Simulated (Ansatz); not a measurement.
# Hypothetical Fddd MoSi2, pressure series

The parent structure is MoSi$_{2}$ (space group Fddd, No. 70; a = 4.607 Å, b = 8.057 Å, c = 8.762 Å; a hypothetical phase, not in the database extracts checked).

Cell and atoms are relaxed at each pressure.

Method: PBE (Ansatz, a program for electronic structure, PAW, scalar-relativistic without spin-orbit coupling).

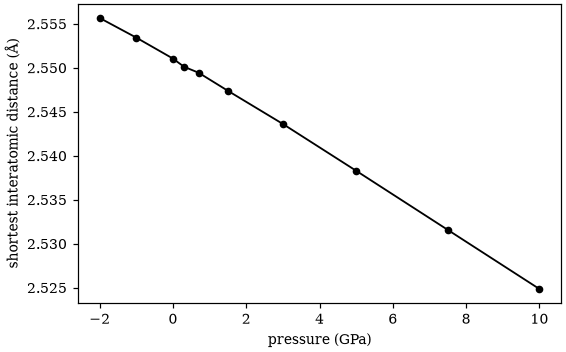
Fig. 1. Shortest interatomic distance against pressure

| pressure (GPa) | shortest interatomic distance |
|---|---|
| -2 | 2.556 Å |
| -1 | 2.553 Å |
| 0.3 | 2.550 Å |
| 0.7 | 2.549 Å |
| 1.5 | 2.547 Å |
| 3 | 2.544 Å |
| 5 | 2.538 Å |
| 7.5 | 2.532 Å |
| 10 | 2.525 Å |

Load acts through the strain it causes; cell and atoms are relaxed under it. Stability against distortions was not tested. Competing high-pressure phases were not computed. All final runs are without spin polarisation.
